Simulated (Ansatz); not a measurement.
Start from SiC in the zinc blende structure (space group F-43m, No. 216; a = 4.356 Å). Axes: x, y, z lie along the cube axes.

It is then changed as follows: compressive biaxial strain of 1.50 % in the plane normal to [001], as in epitaxy on a mismatched substrate; the out-of-plane cell vector and the atoms relax.

Computed with r2SCAN (Ansatz, a first-principles code, PAW, scalar-relativistic without spin-orbit coupling).

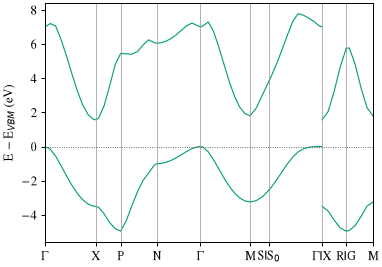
Figure: Highest valence and lowest conduction band along the path of the changed cell's own zone

Task: From the figure, how large is the changed gap, and is it direct?

Result: About 1.6 eV, indirect, Γ → X.

Semilocal Kohn–Sham gaps tend to fall short of experiment. Stability against distortions was not tested. k-point labels follow each cell's own Brillouin zone.
